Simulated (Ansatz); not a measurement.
# Ge₂P (doublet): the correlation ladder at a displaced geometry (v1), cc-pVDZ

How much of the correlation energy of Ge₂P (doublet) does each wave-function method recover here?

Program: Ansatz 0.2.0, Gaussian basis. Level of theory: cc-pVDZ, core rule «outside noble gas», up to 33 orbitals frozen. These are calculated values, not measurements.

To be run: UHF; CCSD(T) on ROHF; CCSD(T) on UHF; BCCD(T) on ROHF; CISD as a restricted active space (open shells left free, so some higher excitations enter); CCSDT(Q) on ROHF; CCSDT(Q) on UHF.

28 further runs of the same task are left out: 15 that didn't finish, 13 set aside as unsound or not needed. Runs told in other sessions of the task aren't counted.

## (1) The geometry

The geometry is a PBE0/def2-TZVP stationary point (not a proven minimum) with its atoms shifted at random (size 0.040 Å). No spin-orbit coupling is included. The filled d shell of Ge may be among the frozen orbitals whatever the setting's name suggests.

3 atoms, charge 0, spin multiplicity 2.

Atoms are counted from 1 here; the program's logs count them from 0.

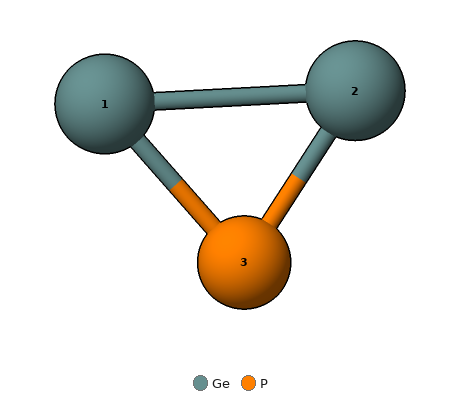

The geometry (germanium teal, phosphorus orange); atoms are numbered from 1 in the order of the file.

In the tables R marks a restricted open-shell determinant and U an unrestricted one; energies count from the table's Hartree-Fock row.

## (2) UHF

File in.yaml:

```yaml
crystal:
  periodic: [false, false, false]
  atoms:
    - {symbol: Ge, position_ang: [-0.007939, 0.314731, 1.328933]}
    - {symbol: Ge, position_ang: [-0.008772, 0.298588, -1.311996]}
    - {symbol: P, position_ang: [0.039192, -1.438364, -0.039721]}
basis:
  gaussian: {orbitals: cc-pVDZ}
magnetization: {spin_polarized: true, initial_magnetization: 1}
hamiltonian: {xc: hf}
output: {orbitals: {seedname: orbitals}}
```

Run with:

```sh
$ ansatz run in.yaml --threads 1 --pin off --events-out ev --progress --plain --max-ram 2393MiB
```

Output:

```text
Functional definition: HF
  name "HF"
  cite "Fock, Z. Phys. 61, 126 (1930) doi:10.1007/BF01340294"
  parent pbe
  exchange = exact_x
  correlation = 0
850 factors; integrals over basis functions are off by at most 8.1e-4 eV
mean field evaluation 1: about -122216.3503 eV, gradient 9.5e0 eV
mean field evaluation 2: about -122216.4551 eV, gradient 9.6e0 eV
mean field evaluation 4: about -122217.3651 eV, gradient 1.5e0 eV
mean field evaluation 8: about -122217.4111 eV, gradient 2.3e-1 eV
mean field evaluation 16: about -122217.4200 eV, gradient 2.7e-5 eV
mean field evaluation 32: about -122217.3908 eV, gradient 4.2e-1 eV
mean field evaluation 64: about -122215.2630 eV, gradient 6.6e0 eV
mean field evaluation 96: about -122211.0564 eV, gradient 1.3e1 eV
mean field -122217.42002458 eV, -4491.4073439606 hartree, gradient 2.7e-5 eV, S^2 0.788313; 0 other end points of the search recorded, 0 dependent functions left out
reference -122217.42002458 eV, -4491.4073439606 hartree; 40, 39 occupied and 32, 33 virtual orbitals, 850 factors
Total energy: -122217.42002458 eV, -4491.4073439606 hartree
```

Wall time 8.5 s (1 thread of Arm Neoverse V1, shared host).

From the report: ⟨S²⟩ of the determinant 0.788 (pure doublet: 0.75).

## (3) CCSD(T) on ROHF

in.yaml: that of step 2 with these lines changed.

```diff
@@ -8,4 +8,4 @@
   gaussian: {orbitals: cc-pVDZ}
-magnetization: {spin_polarized: true, initial_magnetization: 1}
-hamiltonian: {xc: hf}
-output: {orbitals: {seedname: orbitals}}
+magnetization: {spin_polarized: false, initial_magnetization: 1}
+correlation: {method: ccsd_t, electrons: outside_noble_gas}
+output: {forces: true}
```

Same command.

Output, cut to the lines that bear on the results:

```text
Functional definition: HF
  name "HF"
  cite "Fock, Z. Phys. 61, 126 (1930) doi:10.1007/BF01340294"
  parent pbe
[...]
850 factors; integrals over basis functions are off by at most 8.1e-4 eV
[...]
mean field -122217.29635001 eV, -4491.4027990041 hartree, gradient 2.8e-6 eV, S^2 0.750000; 1 other end points of the search recorded, 0 dependent functions left out
[...]
determinant -122217.29635001 eV, -4491.4027990041 hartree, with singles and doubles -122224.99287880 eV, -4491.6856412202 hartree
determinant -122215.47367926 eV, -4491.3358170893 hartree, with singles and doubles -122222.84226988 eV, -4491.6066078003 hartree
33 core orbitals not correlated: weight in the atoms' cores, before any rotation towards them, 0.999 or more for the frozen orbitals, at most 0.001 for the correlated occupied ones
reference -122217.29635001 eV, -4491.4027990041 hartree; 7, 6 occupied and 32, 33 virtual orbitals, 850 factors
second order -6.95340332 eV of doubles, -0.05988593 eV of singles
cycle   1  -7.69613853 eV  change    3.9e-4 eV  update   2.6e-3
[...]
cycle  12  -7.69709899 eV  change    5.2e-7 eV  update   8.2e-7
perturbative correction -0.45077341 eV, -0.0165656174 hartree
[...]
Total energy: -122225.44422241 eV, -4491.7022277921 hartree
Atom 0 at    -0.007939     0.314731     1.328933 Å, force    -0.016789     0.627898     0.679719 eV/Å
Atom 1 at    -0.008772     0.298588    -1.311996 Å, force    -0.041077     1.484216    -1.278428 eV/Å
Atom 2 at     0.039192    -1.438364    -0.039721 Å, force     0.057867    -2.112114     0.598709 eV/Å
Dipole moment:    -0.002600     0.095862     0.027512 e Å
```

Run time: 25 s. Hardware: 1 thread of Arm Neoverse V1, shared host; peak memory 0.26 GiB.

From the report: correlation -8.1479 eV; T1 0.026; largest double amplitude 0.09.

## (4) CCSD(T) on UHF

in.yaml: that of step 3 with these lines changed.

```diff
@@ -8,3 +8,3 @@
   gaussian: {orbitals: cc-pVDZ}
-magnetization: {spin_polarized: false, initial_magnetization: 1}
+magnetization: {spin_polarized: true, initial_magnetization: 1}
 correlation: {method: ccsd_t, electrons: outside_noble_gas}
```

Launched as before.

Output, cut to the lines that bear on the results:

```text
Functional definition: HF
  name "HF"
  cite "Fock, Z. Phys. 61, 126 (1930) doi:10.1007/BF01340294"
  parent pbe
[...]
850 factors; integrals over basis functions are off by at most 8.1e-4 eV
[...]
mean field -122217.42002458 eV, -4491.4073439606 hartree, gradient 9.2e-6 eV, S^2 0.788314; 11 other end points of the search recorded, 0 dependent functions left out
determinant -122217.42002458 eV, -4491.4073439606 hartree, with singles and doubles -122224.99942319 eV, -4491.6858817220 hartree
determinant -122215.86237526 eV, -4491.3501014041 hartree, with singles and doubles -122223.18144040 eV, -4491.6190720869 hartree
determinant -122215.85096309 eV, -4491.3496820143 hartree, with singles and doubles -122223.53743224 eV, -4491.6321545457 hartree
determinant -122215.54727433 eV, -4491.3385216583 hartree, with singles and doubles -122222.84523971 eV, -4491.6067169392 hartree
[...]
33 core orbitals not correlated: weight in the atoms' cores, before any rotation towards them, 0.999 or more for the frozen orbitals, at most 0.001 for the correlated occupied ones
reference -122217.42002458 eV, -4491.4073439606 hartree; 7, 6 occupied and 32, 33 virtual orbitals, 850 factors
second order -6.82936107 eV of doubles, -0.00000000 eV of singles
cycle   1  -7.57924361 eV  change    1.5e-4 eV  update   3.0e-3
[...]
cycle  14  -7.58083374 eV  change   -4.6e-7 eV  update   2.9e-7
perturbative correction -0.44130657 eV, -0.0162177175 hartree
[...]
Total energy: -122225.44216489 eV, -4491.7021521796 hartree
Atom 0 at    -0.007939     0.314731     1.328933 Å, force    -0.016634     0.622105     0.673655 eV/Å
Atom 1 at    -0.008772     0.298588    -1.311996 Å, force    -0.040748     1.472335    -1.268170 eV/Å
Atom 2 at     0.039192    -1.438364    -0.039721 Å, force     0.057383    -2.094439     0.594515 eV/Å
Dipole moment:    -0.002640     0.097333     0.027226 e Å
```

Run time: 40 s. Hardware: 1 thread of Arm Neoverse V1, shared host; peak memory 0.26 GiB.

From the report: ⟨S²⟩ of the determinant 0.788 (pure doublet: 0.75); correlation -8.0221 eV; T1 0.027; largest double amplitude 0.09.

## (5) BCCD(T) on ROHF

in.yaml: that of step 4 with these lines changed.

```diff
@@ -8,4 +8,3 @@
   gaussian: {orbitals: cc-pVDZ}
-magnetization: {spin_polarized: true, initial_magnetization: 1}
-correlation: {method: ccsd_t, electrons: outside_noble_gas}
-output: {forces: true}
+magnetization: {spin_polarized: false, initial_magnetization: 1}
+correlation: {method: bccd_t, electrons: outside_noble_gas}
```

Launched as before.

Output, cut to the lines that bear on the results:

```text
Functional definition: HF
  name "HF"
  cite "Fock, Z. Phys. 61, 126 (1930) doi:10.1007/BF01340294"
  parent pbe
[...]
850 factors; integrals over basis functions are off by at most 8.1e-4 eV
[...]
mean field -122217.29635001 eV, -4491.4027990041 hartree, gradient 2.8e-6 eV, S^2 0.750000; 1 other end points of the search recorded, 0 dependent functions left out
[...]
determinant -122217.29635001 eV, -4491.4027990041 hartree, with singles and doubles -122224.99287880 eV, -4491.6856412202 hartree
determinant -122215.47367926 eV, -4491.3358170893 hartree, with singles and doubles -122222.84226988 eV, -4491.6066078003 hartree
33 core orbitals not correlated: weight in the atoms' cores, before any rotation towards them, 0.999 or more for the frozen orbitals, at most 0.001 for the correlated occupied ones
reference -122217.29635001 eV, -4491.4027990041 hartree; 7, 6 occupied and 32, 33 virtual orbitals, 850 factors
second order -6.95340332 eV of doubles, -0.05988593 eV of singles
cycle   1  -7.67838095 eV  change    1.8e-2 eV  update   1.2e-2
[...]
cycle  12  -7.68117541 eV  change    6.8e-6 eV  update   1.4e-5
perturbative correction -0.47005138 eV, -0.0172740697 hartree
Total energy: -122225.44757680 eV, -4491.7023510636 hartree
```

It took 17 s on 1 thread of Arm Neoverse V1, shared host.

From the report: correlation -8.1512 eV; largest double amplitude 0.09.

## (6) CISD as a restricted active space (open shells left free, so some higher excitations enter)

in.yaml: that of step 5 with these lines changed.

```diff
@@ -9,2 +9,2 @@
 magnetization: {spin_polarized: false, initial_magnetization: 1}
-correlation: {method: bccd_t, electrons: outside_noble_gas}
+correlation: {active_space: {ras: {orbitals: [6, 1, 32], electrons: 13, max_holes: 2, max_particles: 2}, fixed_orbitals: true}}
```

The command is unchanged.

Output:

```text
Functional definition: HF
  name "HF"
  cite "Fock, Z. Phys. 61, 126 (1930) doi:10.1007/BF01340294"
  parent pbe
  exchange = exact_x
  correlation = 0
850 factors; integrals over basis functions are off by at most 8.1e-4 eV
mean field evaluation 1: about -122216.3391 eV, gradient 1.3e1 eV
mean field evaluation 2: about -122216.4434 eV, gradient 1.3e1 eV
mean field evaluation 4: about -122217.2599 eV, gradient 2.0e0 eV
mean field evaluation 8: about -122217.2954 eV, gradient 1.7e-1 eV
mean field evaluation 16: about -122217.2964 eV, gradient 2.8e-6 eV
mean field -122217.29635001 eV, -4491.4027990041 hartree, gradient 2.8e-6 eV, S^2 0.750000; 0 other end points of the search recorded, 0 dependent functions left out
reference -122217.29635001 eV, -4491.4027990041 hartree; 40, 39 occupied and 32, 33 virtual orbitals, 850 factors
state -122224.06550331 eV, -4491.6515607994 hartree
Total energy: -122224.06550331 eV, -4491.6515607994 hartree
```

Wall time 6.5 s (1 thread of Arm Neoverse V1, shared host).

From the report: 50,096 determinants.

## (7) CCSDT(Q) on ROHF

in.yaml: that of step 6 with these lines changed.

```diff
@@ -9,2 +9,2 @@
 magnetization: {spin_polarized: false, initial_magnetization: 1}
-correlation: {active_space: {ras: {orbitals: [6, 1, 32], electrons: 13, max_holes: 2, max_particles: 2}, fixed_orbitals: true}}
+correlation: {method: ccsdt_q, electrons: outside_noble_gas}
```

Same command.

Output, cut to the lines that bear on the results:

```text
Functional definition: HF
  name "HF"
  cite "Fock, Z. Phys. 61, 126 (1930) doi:10.1007/BF01340294"
  parent pbe
[...]
1453 factors; integrals over basis functions are off by at most 1.4e-7 eV
[...]
mean field -122217.29654222 eV, -4491.4028060676 hartree, gradient 1.9e-6 eV, S^2 0.750000; 1 other end points of the search recorded, 0 dependent functions left out
[...]
determinant -122217.29654222 eV, -4491.4028060676 hartree, with singles and doubles -122224.99307264 eV, -4491.6856483437 hartree
determinant -122215.47386913 eV, -4491.3358240671 hartree, with singles and doubles -122222.84247120 eV, -4491.6066151984 hartree
33 core orbitals not correlated: weight in the atoms' cores, before any rotation towards them, 0.999 or more for the frozen orbitals, at most 0.001 for the correlated occupied ones
reference -122217.29654222 eV, -4491.4028060676 hartree; 7, 6 occupied and 32, 33 virtual orbitals, 1453 factors
second order -6.95342143 eV of doubles, -0.05988613 eV of singles
cycle   1  -7.32748642 eV  change   -3.1e-1 eV  update   1.3e-1
[...]
cycle  22  -8.17390055 eV  change   -4.4e-7 eV  update   7.3e-7
perturbative correction -0.04462111 eV, -0.0016397956 hartree
Total energy: -122225.51506388 eV, -4491.7048311680 hartree
```

Wall time 73 s (1 thread of Arm Neoverse V1, shared host); peak memory 0.67 GiB.

From the report: correlation -8.2185 eV; T1 0.029; largest double amplitude 0.11.

## (8) CCSDT(Q) on UHF

in.yaml: that of step 7 with these lines changed.

```diff
@@ -8,3 +8,3 @@
   gaussian: {orbitals: cc-pVDZ}
-magnetization: {spin_polarized: false, initial_magnetization: 1}
+magnetization: {spin_polarized: true, initial_magnetization: 1}
 correlation: {method: ccsdt_q, electrons: outside_noble_gas}
```

Launched as before.

Output, cut to the lines that bear on the results:

```text
Functional definition: HF
  name "HF"
  cite "Fock, Z. Phys. 61, 126 (1930) doi:10.1007/BF01340294"
  parent pbe
[...]
1453 factors; integrals over basis functions are off by at most 1.4e-7 eV
[...]
mean field -122217.42021751 eV, -4491.4073510505 hartree, gradient 2.4e-6 eV, S^2 0.788315; 11 other end points of the search recorded, 0 dependent functions left out
determinant -122217.42021751 eV, -4491.4073510505 hartree, with singles and doubles -122224.99961739 eV, -4491.6858888586 hartree
determinant -122215.86258017 eV, -4491.3501089342 hartree, with singles and doubles -122223.18164463 eV, -4491.6190795922 hartree
determinant -122215.85114908 eV, -4491.3496888495 hartree, with singles and doubles -122223.53763512 eV, -4491.6321620012 hartree
determinant -122215.54746472 eV, -4491.3385286549 hartree, with singles and doubles -122222.84544200 eV, -4491.6067243734 hartree
determinant -122215.00287500 eV, -4491.3185153520 hartree, with singles and doubles -122222.90815118 eV, -4491.6090288933 hartree
determinant -122214.48938345 eV, -4491.2996448857 hartree, with singles and doubles -122221.51083030 eV, -4491.5576782981 hartree
33 core orbitals not correlated: weight in the atoms' cores, before any rotation towards them, 0.999 or more for the frozen orbitals, at most 0.001 for the correlated occupied ones
reference -122217.42021751 eV, -4491.4073510505 hartree; 7, 6 occupied and 32, 33 virtual orbitals, 1453 factors
second order -6.82937686 eV of doubles, -0.00000000 eV of singles
cycle   1  -7.19673772 eV  change   -3.7e-1 eV  update   1.3e-1
[...]
cycle  22  -8.05275945 eV  change   -4.5e-7 eV  update   1.2e-6
perturbative correction -0.04708114 eV, -0.0017301999 hartree
Total energy: -122225.52005810 eV, -4491.7050147020 hartree
```

Wall time 89 s (1 thread of Arm Neoverse V1, shared host); peak memory 0.53 GiB.

From the report: ⟨S²⟩ of the determinant 0.788 (pure doublet: 0.75); correlation -8.0998 eV; T1 0.031; largest double amplitude 0.10.

## (9) All levels against the top one

The yardstick is UCCSDT(Q), where the cluster series has nearly closed. Rows without a time are mean-field rows or come out of runs for another level: lower rungs of the coupled-cluster runs, or the Hartree-Fock search. The times of RCCSD(T), UCCSD(T) include forces.

Differences are taken before rounding.

| method | energy from the lowest ROHF (kJ/mol) | from UCCSDT(Q) (kJ/mol) | time |
| --- | --- | --- | --- |
| ROHF | 0.0 | +793.5 |  |
| UHF | -11.9 | +781.5 |  |
| RMP2 | -676.7 | +116.8 |  |
| UMP2 | -670.9 | +122.6 |  |
| CISD | -653.1 | +140.3 | 6.5 s |
| RCCSD | -742.7 | +50.8 |  |
| UCCSD | -743.4 | +50.1 |  |
| RCCSD(T) | -786.2 | +7.3 | 25 s |
| UCCSD(T) | -786.0 | +7.5 | 40 s |
| BCCD(T) | -786.5 | +7.0 | 17 s |
| RCCSDT | -788.7 | +4.8 |  |
| UCCSDT | -788.9 | +4.5 |  |
| RCCSDT(Q) | -793.0 | +0.5 | 73 s |
| UCCSDT(Q) | -793.5 | 0 | 89 s |

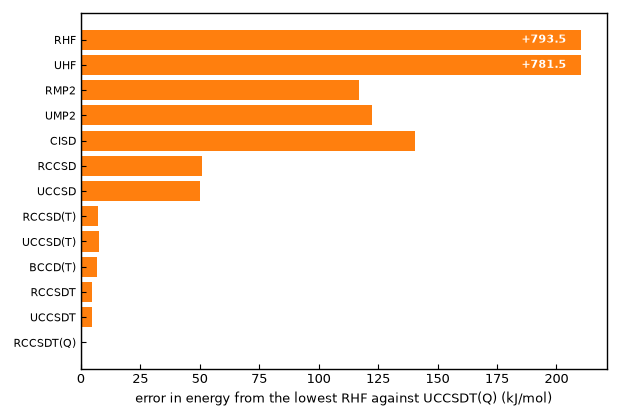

Error of each method against UCCSDT(Q). Bars with a number in them are cut short.

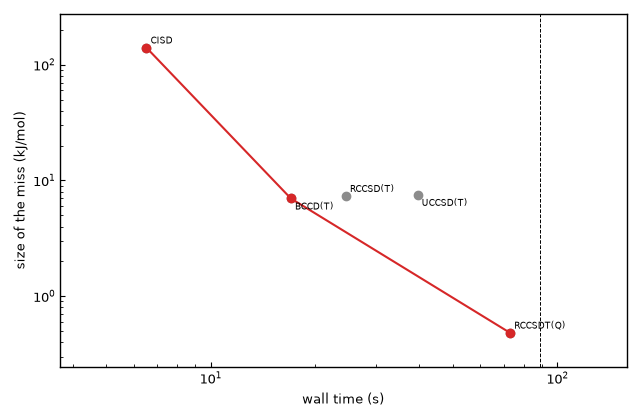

Miss against cost. Red marks the levels that no quicker level drawn beats (of those quicker than the yardstick), and the dashed line is the time of UCCSDT(Q). Times are from a shared host.

## (10) Results

| quantity | value |
| --- | --- |
| UCCSDT(Q) from the ROHF energy | -8.2237 eV |
| RMP2 from UCCSDT(Q) | +116.8 kJ/mol |
| UMP2 from UCCSDT(Q) | +122.6 kJ/mol |
| RCCSD from UCCSDT(Q) | +50.8 kJ/mol |
| RCCSD(T) from UCCSDT(Q) | +7.3 kJ/mol |
| UCCSD(T) from UCCSDT(Q) | +7.5 kJ/mol |
| RCCSDT(Q) from UCCSDT(Q) | +0.5 kJ/mol |
| levels within 1 kcal/mol (43 meV) | RCCSDT(Q) |
| T1 diagnostic | 0.026 |

**Reading.** RCCSD(T) misses by +7.3 kJ/mol, 0.9 % of the correlation energy. These misses are within one basis, not against nature; the frozen cores of restricted and unrestricted runs differ, which can shift their rows.

With open shells the CI space here admits some higher excitations, so it is larger than plain CISD.

RCCSDT(Q) reaches 0.5 kJ/mol from the reference in 73 s, where UCCSDT(Q) took 89 s; the quickest level in the cost chart, CISD, takes 6.5 s and misses by 140.3 kJ/mol.
